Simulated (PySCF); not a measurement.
# C6H9Al (Al(vinyl)3): what the fields show

The calculation's input:

```
{"job": {"kind": "nmr", "xc": "PBE0", "basis": {"default": "pcSseg-1", "Al": "pcSseg-2"}}, "charge": 0, "multiplicity": 1}
Al     0.048840     0.424903     0.031026
C      1.958882     0.255489     0.394404
C      2.492147    -0.819663     0.999570
H      2.661834     1.067866     0.155024
H      1.882346    -1.682667     1.295818
H      3.561071    -0.898190     1.239539
C     -0.793130     2.163936    -0.222181
C     -2.083835     2.274383    -0.579770
H     -0.243246     3.108495    -0.097404
H     -2.722365     1.394607    -0.733591
H     -2.579068     3.241342    -0.741300
C     -1.033081    -1.195815    -0.094935
C     -0.509871    -2.382183    -0.448853
H     -2.119320    -1.186955     0.082583
H      0.559938    -2.507021    -0.660056
H     -1.115501    -3.292457    -0.553463
```

Launched as:

```sh
OMP_NUM_THREADS=1 python probes_run.py task.json out
```

Geometry: PBE0-D3(BJ)/def2-SVP.

These are results of PBE0/pcSseg-1 Al:pcSseg-2, SCF density, gas phase, non-relativistic (PySCF), not measurements.

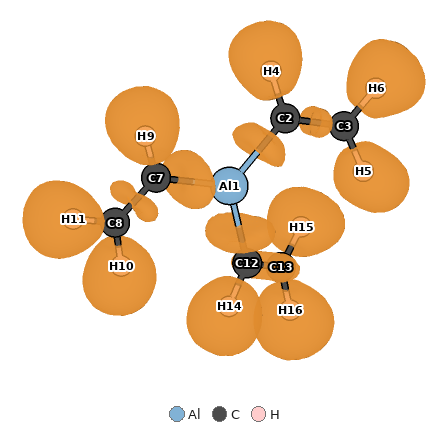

Figure 1. Isosurface of the ELF at 0.85 (orange), seen at a tilt. Only the valence region is drawn (cores and ρ < 0.01 e/Å³ removed).

**Describe the localisation domains.**

The ELF exceeds this value in three regions between bonded Al–C atoms (shared pairs), three regions between bonded C–C atoms (shared pairs) and nine regions around hydrogen nuclei. Along the contacts the grid gives the following. C–C (1.34 Å): the ELF peaks at about 0.95 between the atoms; a short, multiple covalent bond. C–Al (1.95 Å): the ELF peaks at about 0.95 between the atoms (a polar covalent bond).

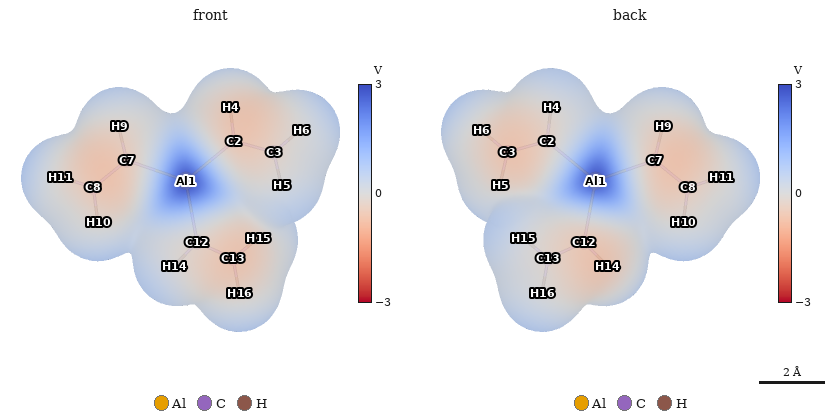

Figure 2. The molecular electrostatic potential painted on the density surface at 0.002 e/bohr³, seen from the front and from behind; the colour scale runs from red (negative) to blue (positive).

**Which sites attract a positive test charge, and which a negative one?**

A positive charge is drawn to the negative regions and a negative charge to the positive ones. The most negative region (about −0.7 V) lies over the π face of the C atoms, the most positive (about +2.6 V) over Al1.

**How polar is the molecule by this calculation?**

Its dipole moment is 0.11 D.
